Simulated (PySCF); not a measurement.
Hexanethiol, C6H14S, SMILES CCCCCCS at its GFN2-xTB optimised geometry (Å):

```
21

C     -0.4807    -4.7730    -3.7771
C      0.0635    -4.0579    -2.5467
C     -0.3740    -2.5958    -2.5004
C      0.1684    -1.8740    -1.2694
C     -0.2722    -0.4125    -1.2283
C      0.2728     0.2959     0.0000
S     -0.2857     2.0460     0.0000
H     -1.5683    -4.7513    -3.7808
H     -0.1579    -5.8114    -3.7908
H     -0.1265    -4.2913    -4.6859
H     -0.2868    -4.5676    -1.6461
H      1.1548    -4.1076    -2.5510
H     -1.4653    -2.5459    -2.4961
H     -0.0239    -2.0860    -3.4009
H     -0.1819    -2.3829    -0.3678
H      1.2602    -1.9227    -1.2730
H     -1.3631    -0.3563    -1.2195
H      0.0789     0.1038    -2.1247
H      1.3631     0.2959     0.0000
H     -0.0947    -0.1693     0.9151
H      0.3203     2.3829     1.1365
```

Calculation: PySCF 2.14.0 with B3LYP/def2-SVP. Cells within 0.4 Å of a nucleus heavier than hydrogen are left out (blank, or x).

Map of the deformation density (molecule minus spherical neutral atoms) (e/bohr³) on the plane z = 0.0 Å:

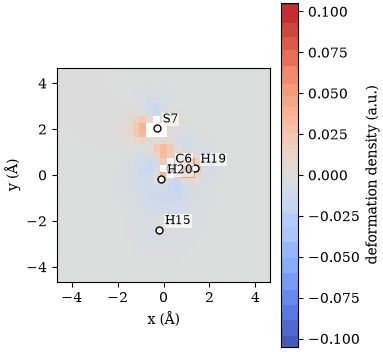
Figure. Deformation density (molecule minus spherical neutral atoms) (e/bohr³) on the plane z = 0.0 Å.
